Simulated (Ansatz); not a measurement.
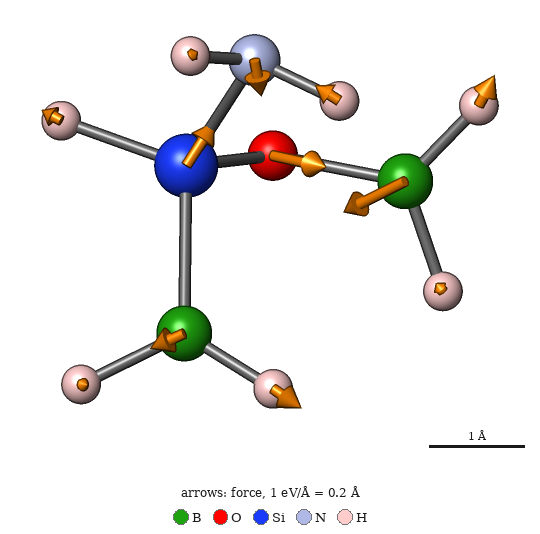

Starting geometry of B2SiNH7O with the computed forces as orange arrows. A ball-and-stick model, seen at a tilt.

The run prepares an end point of a later path (inversion) calculation, from a guessed geometry.

Method: RKS BHLYP/def2-SVP in Ansatz. (no spin polarisation; force threshold 0.015 eV/Å; at most 40 steps)

Q: What follows when this structure is relaxed?

A: It isn't relaxed: the largest force vector, on a B atom, is 4.49 eV/Å. The final displacements have little in common with the starting forces (cosine between the two patterns 0.19). The energy falls by 153.2 kJ/mol in 20 accepted moves (23 points after the start). The largest force component goes from 4.4 to 0.0029 eV/Å. The line search rejected the trial steps at points 9, 15, 22 of the run. The forces were under the threshold at step 20, but the run went on from there. An H atom moves most after the best rigid fit: 1.48 Å. Largest moves by element: H 1.48 Å, O 0.73 Å, B 0.42 Å, N 0.36 Å, Si 0.26 Å. Among the contacts that change: B–O 1.465 → 1.335 Å, N–Si 1.829 → 1.713 Å, B–Si 1.911 → 2.009 Å, B–H 1.135 → 1.208 Å. Bond angles that change, for instance: B–O–Si 106.4° → 138.7°, Si–N–H 106.3° → 122.2°, Si–N–H 108.0° → 121.7°. Groups turn about B–O by about 90°, O–Si by about 55°.
